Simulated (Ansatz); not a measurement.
ClHOSi (SMILES O[Si]Cl)

Input

```
crystal:
  periodic: [false, false, false]
  atoms:
    - {symbol: Cl, position_ang: [-1.362757, 3.245234, 0.285393]}
    - {symbol: O, position_ang: [-2.016866, 0.455894, -0.514944]}
    - {symbol: Si, position_ang: [-1.647379, 1.865504, -1.350359]}
    - {symbol: H, position_ang: [-2.040188, 0.484524, 0.464936]}
basis:
  gaussian:
    orbitals: def2-TZVPD
hamiltonian:
  xc: pbe0
output: {forces: true, orbitals: {seedname: orbitals}}
```

Launched as:

```sh
ansatz run input.yaml --threads 1 --pin off --max-ram 2610MiB --events-out events.jsonl --progress --plain --runs-dir runs
```

Geometry: BLYP-D3(BJ)/def2-SVP.

Level of theory: isolated molecule in a Gaussian basis; Kohn-Sham density functional theory, functional PBE0 (Ansatz).

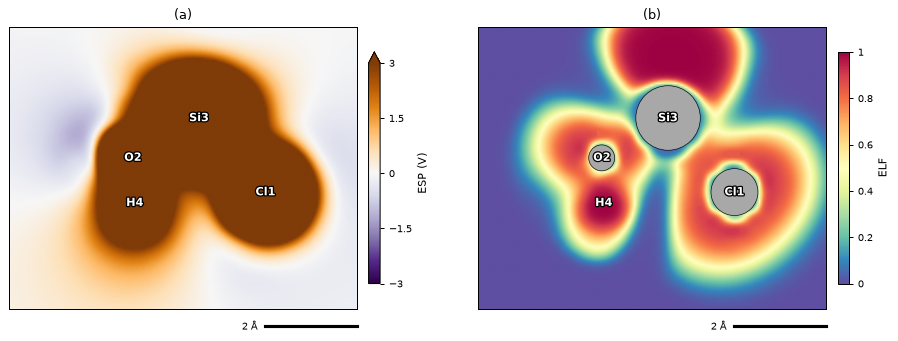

Figure 1. (a) molecular electrostatic potential; (b) electron localisation function on the molecular plane. Grey discs cover the atomic cores in the ELF map.

### Interpret the plot.

Atoms in the plane: Cl, O, Si and H. Si–O (1.68 Å): the ELF peaks at about 0.90 between the atoms, as expected for a shared but strongly polarised pair. Si–Cl (2.16 Å): the ELF peaks at about 0.85 between the atoms; a polar covalent bond. O–H (0.98 Å): the ELF climbs to about 1 towards the hydrogen, as it does in any bond to H; an ordinary covalent bond to hydrogen. The ELF also peaks beside Cl1, O2 and Si3, away from the bonds: lone-pair regions. Outside the dense part of the molecule the potential is most negative (−1.2 V) near O2.

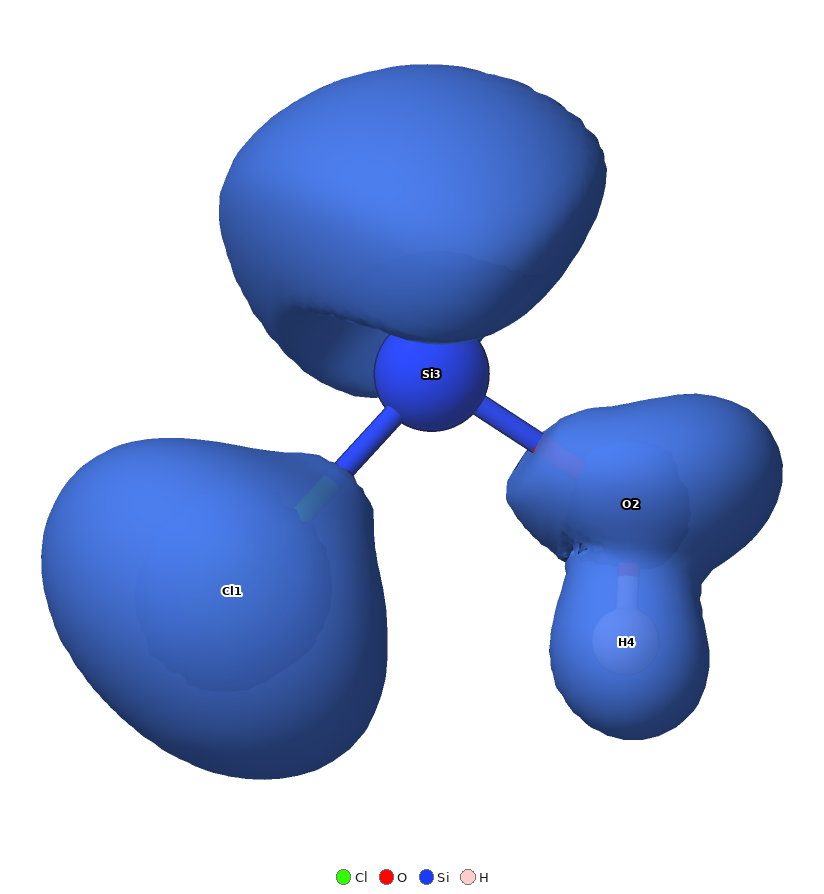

Figure 2. Isosurface of the electron localisation function at 0.75 (blue), seen at a tilt. Only the valence region is drawn (cores and ρ < 0.01 e/Å³ removed).

### Where are the electrons localised?

The surface consists of one region on Cl in which the atom's valence shell and bonds are merged, one lobe on Si, pointing away from the bonds (lone pairs) and one joined region spread over several atoms (H, O), in which their bonds and any lone pairs are merged.

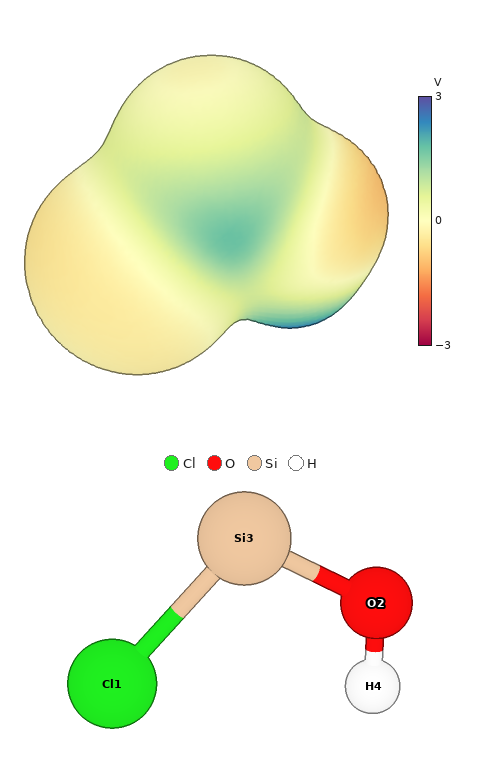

Figure 3. The electrostatic potential painted on the density surface at 0.002 e/bohr³, seen at a tilt; the colour scale runs from red (negative) to blue (positive). The bare structure is drawn below in the same view.

### Which sites attract a positive test charge, and which a negative one?

A positive charge is drawn to the negative regions and a negative charge to the positive ones. The most negative region (about −0.9 V, or −21 kcal/mol for a unit charge) lies over O2, the most positive (about +2.8 V, or +65 kcal/mol for a unit charge) over H4.

### How polar is the molecule by this calculation?

Its dipole moment is 0.74 D.
